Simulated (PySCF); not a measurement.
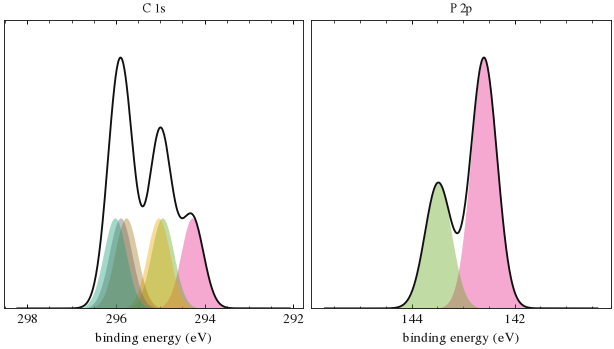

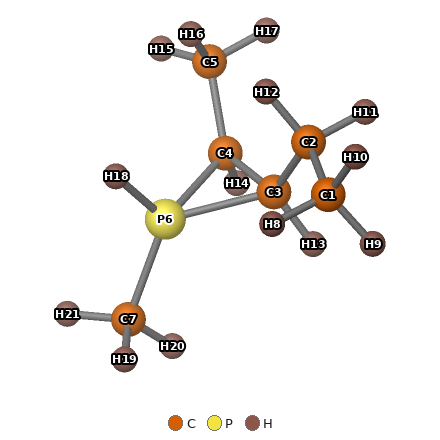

Simulated XPS of C₆H₁₄P⁺, SMILES CC[C@@H]1[C@H](C)[P@H+]1C. Vertical core-electron binding energies by ΔSCF (SCAN, pcX-2 on the ionised atom, pcseg-1 elsewhere, spin-free X2C; PySCF 2.14.0, at a PBE0-D3(BJ)/def2-SVP geometry (no frequency check)), gas phase, against the vacuum level. One atom of each kind was ionised; within a panel, areas follow the number of like atoms and 2j + 1 (2p levels are split by first-order spin-orbit coupling, an approximation), each panel is scaled alone, Gaussians of 0.6 eV full width. Only the regions named are shown. Lines closer than the width merge in the curve.

> Which atoms give which peak?

```csv
level,atoms,binding energy (eV)
C 1s,C7,296.0
C 1s,C4,295.9
C 1s,C3,295.8
C 1s,C5,295.0
C 1s,C2,295.0
C 1s,C1,294.3
P 2p1/2,P6,143.5
P 2p3/2,P6,142.6
```

> How large is the chemical shift across the C 1s region?

1.7 eV, from C1 at 294.3 eV to C7 at 296.0 eV.

Note: one conformer of a flexible molecule.
